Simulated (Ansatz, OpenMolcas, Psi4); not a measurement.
## How basis sets differ on Si2H2OF2 (SMILES F[Si]1(F)O[SiH2]1)

The species is Si2H2OF2 (7 atoms), meant as a singlet with charge 0. As SMILES, `F[Si]1(F)O[SiH2]1`. Geometry: relaxed at PBE0-D4/def2-TZVP.

Each level gives the HOMO–LUMO gap (eV). The values are calculated.

| level | kind | program | value (eV) | CPU time |
| --- | --- | --- | --- | --- |
| HF/ANO-R0 (sfX2C) | Hartree–Fock | OpenMolcas | 11.62 | 5.4 s |
| HF/ANO-RCC-MB (DKH2) | Hartree–Fock | OpenMolcas | 12.31 | 3.7 s |
| HF/STO-3G | Hartree–Fock | Ansatz | 13.10 | 0.36 s |
| HF/3-21G | Hartree–Fock | Ansatz | 12.25 | 0.85 s |
| HF/ANO-RCC-VDZP (DKH2, RICD fitting) | Hartree–Fock | OpenMolcas | 12.46 | 12 s |
| HF/def2-SVP | Hartree–Fock | Ansatz | 12.69 | 2.4 s |
| HF/def2-SVP (density fitting) | Hartree–Fock | Psi4 | 12.69 | 1.6 s |

The values span 11.62 to 13.10 eV. A Hartree–Fock LUMO above zero doesn't converge with the basis: it sinks as sets grow more diffuse. Orbital gaps aren't excitation energies. CPU times are rough (shared hosts, several kinds of processor and program).

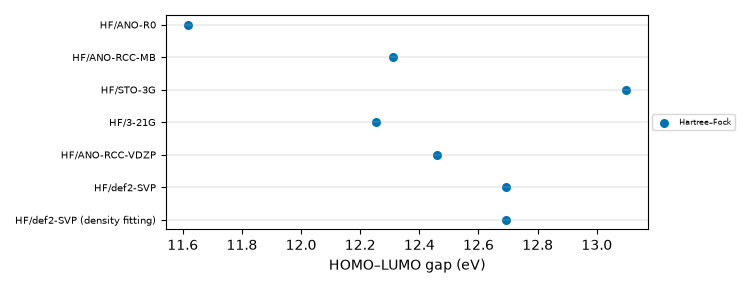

The values of the table, level by level.
